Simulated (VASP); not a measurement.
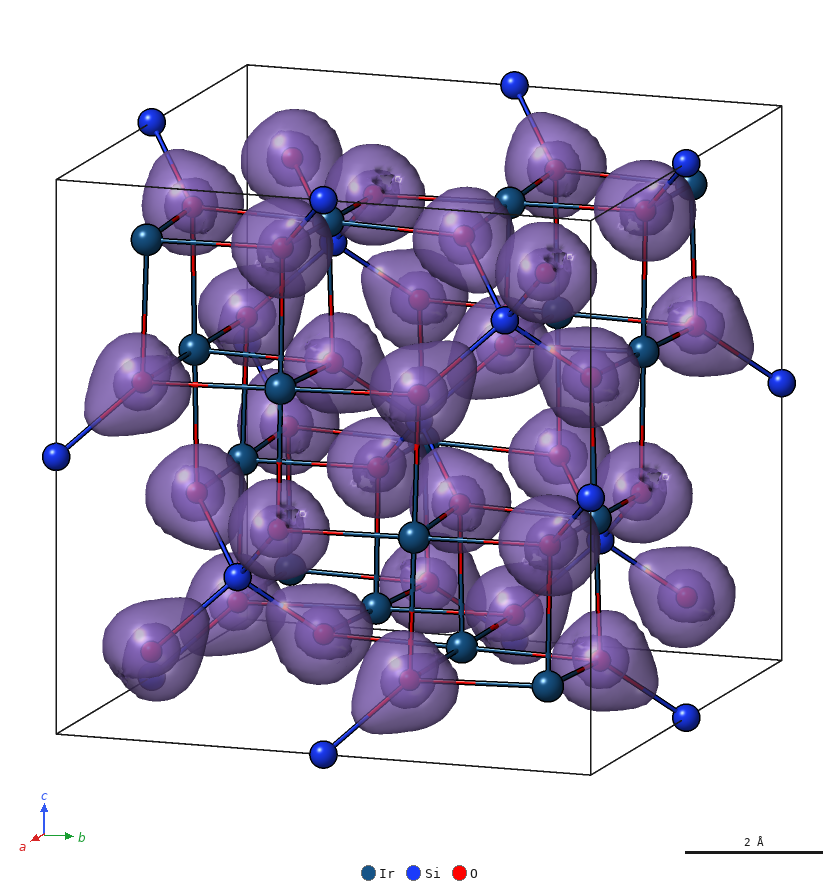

Figure. SiIr$_{2}$O$_{4}$. Isosurface of the ELF at 0.75 (purple), seen slightly off an axis. Core shells and regions of very low density are left out. Sticks mark near contacts.

Space group Fd-3m; a generated structure, not necessarily the stable one; not relaxed (largest force 1.2 eV/Å); computed pressure about 9 GPa in this cell.

Theory: VASP, Kohn-Sham DFT of a periodic cell, LDA, VASP PAW LDA potentials, recommended.

Core electrons are frozen (PAW), and the valence fields are smoothed inside the atomic spheres.

Where are the electrons localised?

Answer. The ELF exceeds this value in 32 regions wrapped around O (the valence shell of each), counted in one cell of 56 atoms. Regions shared between cells count once.

Values along the shortest contacts:
Si–O (1.71 Å): the ELF peaks at about 0.85 between the atoms, as expected for a shared but strongly polarised pair. Ir–O (2.13 Å): the ELF peaks at about 0.85 in the valence shell of O, 0.6 Å from its nucleus, and is about 0.20 at the midpoint (no localised pair shows between them).
